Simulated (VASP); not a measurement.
Band structure of InAgTe2 (space group P-4m2). Computed with LDA (Ceperley-Alder, Perdew-Zunger), VASP's LDA PAW potentials (set 64) (plane waves; VASP).

Unless said otherwise, spin-orbit coupling is left out, though it shifts the bands of the heavy elements here.

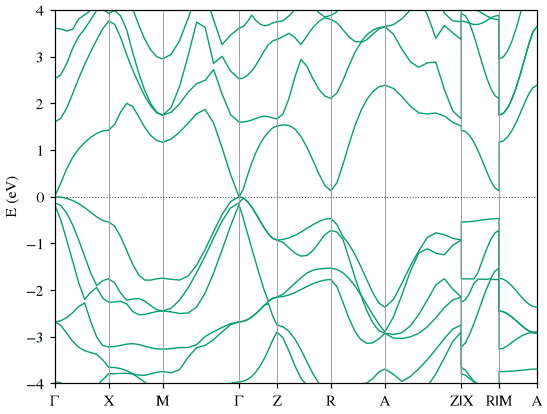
Figure: Bands along high-symmetry lines, zero at the valence-band maximum or, without a gap, the Fermi level

**Question.** Read the plot: is there a gap, and where are the band edges?

**Answer.** It has no gap at this level: it comes out as a metal or semimetal. (Edges off the drawn lines would not show.)

The structure comes from a computed database's InAgTe2 entry (P-4m2); how it stands against other phases isn't given here. It was relaxed first, which changed the volume by -6 %.
